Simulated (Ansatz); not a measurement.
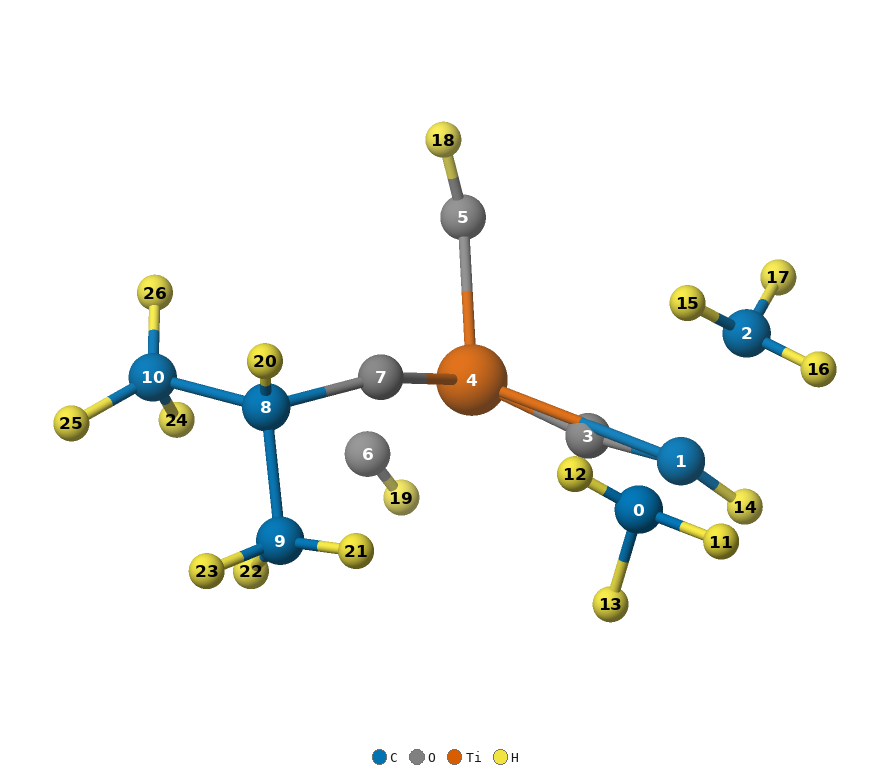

The structure as it stands in the input. Atoms are numbered from 0, in the order of the input.

Ansatz 0.2.0 input:

```yaml
crystal:
  periodic: [false, false, false]
  atoms:
    - {symbol: C, position_ang: [0.006809, 0.890879, -2.586081]}
    - {symbol: C, position_ang: [-0.155574, 2.206028, -1.483716]}
    - {symbol: C, position_ang: [1.438779, 2.849246, -1.472044]}
    - {symbol: O, position_ang: [-0.381875, 1.715233, -0.280479]}
    - {symbol: Ti, position_ang: [-0.242831, 0.937521, 1.086119]}
    - {symbol: O, position_ang: [1.085755, 1.474168, 2.494575]}
    - {symbol: O, position_ang: [-1.853290, 0.571305, 2.357562]}
    - {symbol: O, position_ang: [0.390019, -0.807215, 0.513354]}
    - {symbol: C, position_ang: [0.151346, -2.268382, 0.660778]}
    - {symbol: C, position_ang: [-1.103735, -2.442360, -0.269466]}
    - {symbol: C, position_ang: [-0.054372, -2.964372, 2.000303]}
    - {symbol: H, position_ang: [0.067780, 1.360442, -3.639242]}
    - {symbol: H, position_ang: [0.366079, 0.206455, -2.163818]}
    - {symbol: H, position_ang: [-1.269354, 0.760242, -2.525256]}
    - {symbol: H, position_ang: [-0.733257, 3.006085, -1.784240]}
    - {symbol: H, position_ang: [1.974087, 1.951254, -1.440094]}
    - {symbol: H, position_ang: [1.429698, 3.224433, -2.463636]}
    - {symbol: H, position_ang: [1.606494, 3.767149, -0.674180]}
    - {symbol: H, position_ang: [2.047468, 1.176250, 2.724764]}
    - {symbol: H, position_ang: [-2.475034, 1.098830, 2.271360]}
    - {symbol: H, position_ang: [0.907496, -2.534148, 0.478622]}
    - {symbol: H, position_ang: [-0.746681, -2.099338, -1.296994]}
    - {symbol: H, position_ang: [-1.950105, -2.224755, 0.482697]}
    - {symbol: H, position_ang: [-1.312197, -3.464705, -0.323112]}
    - {symbol: H, position_ang: [-0.985746, -2.188593, 2.440708]}
    - {symbol: H, position_ang: [-0.447227, -4.075948, 1.926527]}
    - {symbol: H, position_ang: [0.552443, -2.510856, 2.835266]}
basis:
  gaussian: {orbitals: def2-TZVP}
hamiltonian: {xc: {name: wB97X}, pseudopotentials: {relativity: scalar}}
```

It was started with:

```sh
ansatz run in.yaml --threads 10 --pin off --events-out ev --progress --plain --max-ram 110592MiB --backend cuda --devices 0, --max-vram 75GiB
```

What the program printed:

```
Functional definition: wB97X
  name "wB97X"
  cite "Chai & Head-Gordon, J. Chem. Phys. 128, 084106 (2008) doi:10.1063/1.2834918"
  cite "Becke, J. Chem. Phys. 107, 8554 (1997) doi:10.1063/1.475007"
  parameter omega = 0.3/bohr
  parameter cx = 0.157706
  parameter cx1 = 0.726479
  parameter cx2 = 1.04760
  parameter cx3 = -5.70635
  parameter cx4 = 13.2794
  parameter css1 = -4.33879
  parameter css2 = 18.2308
  parameter css3 = -31.7430
  parameter css4 = 17.2901
  parameter cos1 = 2.37031
  parameter cos2 = -11.3995
  parameter cos3 = 6.58405
  parameter cos4 = -3.78132
  # The coefficients of nought are those of the uniform gas.
  exchange = spin_sum(e_x_unif_sr(omega)*poly(b97_u_x, 1 - cx, cx1, cx2, cx3, cx4)) + cx*exact_x_sr(omega)
      + exact_x_lr(omega)
  correlation = spin_sum(e_c_pw_same_spin*poly(b97_u_same, 1, css1, css2, css3, css4))
      + integral(e_c_pw_opposite_spin*poly(b97_u_opposite, 1, cos1, cos2, cos3, cos4))
2839 factors; their error is unknown
766 factors; integrals over basis functions are off by at most 8.6e-6 eV
mean field evaluation 1: about -37866.5655 eV, gradient 1.2e2 eV
mean field evaluation 2: about -37628.6724 eV, gradient 4.6e2 eV
mean field evaluation 4: about -37890.8599 eV, gradient 1.9e1 eV
mean field evaluation 8: about -37891.4700 eV, gradient 1.8e-1 eV
mean field evaluation 16: about -37891.5103 eV, gradient 5.9e-3 eV
mean field -37891.51027325 eV, -1392.4873187537 hartree, gradient 6.5e-5 eV, S^2 0.000000; 0 other end points of the search recorded, 0 dependent functions left out
reference -37891.51021567 eV, -1392.4873166377 hartree; 53, 53 occupied and 398, 398 virtual orbitals, 2839 factors
Total energy: -37891.51021567 eV, -1392.4873166377 hartree
Relativity: scalar
```

Self-consistency was reached.
